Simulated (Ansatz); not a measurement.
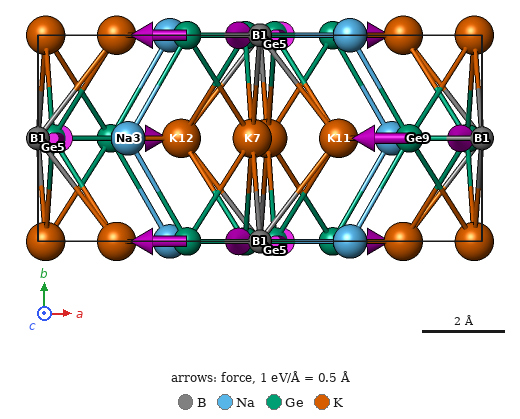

Starting geometry of a crystal of K$_{2}$NaGe$_{2}$B (a generated structure, set up in C2/m) with the computed forces as purple arrows. The picture is a ball-and-stick view of the conventional cell (2 times the calculation's cell), seen along the c axis. Lengths and directions refer to the drawn axes.

The start is a swapped structure.

Theory: DFT, PAW plane waves, r2SCAN (Ansatz 0.2.0).

Input
```yaml
crystal:
  lattice:
    - [0.0, 5.079143, 0.0]
    - [6.376162, -2.539572, 0.0]
    - [-0.064739, 2.539572, -10.528936]
  atoms:
    - { symbol: B, position: [0.5, 0.0, 0.0] }
    - { symbol: Na, position: [0.29713, 0.46063, 0.86637] }
    - { symbol: Na, position: [0.70287, 0.53937, 0.13363] }
    - { symbol: Ge, position: [0.46684, 0.30779, 0.37411] }
    - { symbol: Ge, position: [0.53316, 0.69221, 0.62589] }
    - { symbol: K, position: [0.01732, 0.8547, 0.82006] }
    - { symbol: K, position: [0.98268, 0.1453, 0.17994] }
    - { symbol: B, position: [0.5, 0.5, 0.5] }
    - { symbol: Ge, position: [0.33593, 0.76023, 0.08837] }
    - { symbol: Ge, position: [0.66407, 0.23977, 0.91163] }
    - { symbol: K, position: [0.17723, 0.7629, 0.40844] }
    - { symbol: K, position: [0.82277, 0.2371, 0.59156] }
  symmetry: { tolerance: 0.0003 }
kpoints:
  mp_grid: { grid: [4, 4, 4], shift: [0, 0, 0] }
magnetization:
  spin_polarized: false
scf:
  occupations: { method: fermi_dirac, width: 0.0837 }
  lower_state_search: "off"
hamiltonian:
  pseudopotentials: { kind: paw }
  xc: r2scan
basis:
  ecutwfc: 500
  fft_grid_basis: typed
relax:
  max_steps: 60
output:
  forces: true
  stress: true
  eigenvalues: true
  populations: true
  elf: true
  write_potential: true
  volumetric_format: npy
  dos:
    e_range: [-12, 8]
    de: 0.05
    projected: { site_lists: { B: [B], Ge: [Ge], K: [K], Na: [Na] } }
  bader: false
checkpoint:
  read: saved_state
```

Run as
```bash
ansatz run input.yaml --threads 2 --pin off --max-ram 3584MiB --backend cpu --events-out ev --progress --plain --runs-dir out
```

Is this structure relaxed? If not, where do the atoms go?

It isn't relaxed: the largest force vector, on Ge atoms, is 2.85 eV/Å. The final displacements follow the starting forces only in part (cosine between the two patterns 0.46). The largest moves, 0.24 Å, are those of Ge4 and Ge5. Ge5 goes along [3 0 1]. Largest moves by element: Ge 0.24 Å, Na 0.16 Å, K 0.15 Å. B stays in place. The lattice vectors keep their values. Some distances before and after: B1–Ge10 1.795 → 1.917 Å, Ge4–K11 3.495 → 3.377 Å, Ge4–B8 1.800 → 1.914 Å, Ge10–K12 3.370 → 3.285 Å. Among the angles between lasting bonds that change: Ge4–K12–Ge5 101.7° → 94.1°, Ge4–K7–Ge9 151.0° → 144.5°, Ge9–Na2–Ge10 100.2° → 94.9°. The space group stays C2/m (No. 12). After 5 geometry steps the energy has fallen by 0.648 eV per cell of the calculation. Largest force component: 2.4 eV/Å at the start, 0.0038 eV/Å at the end.
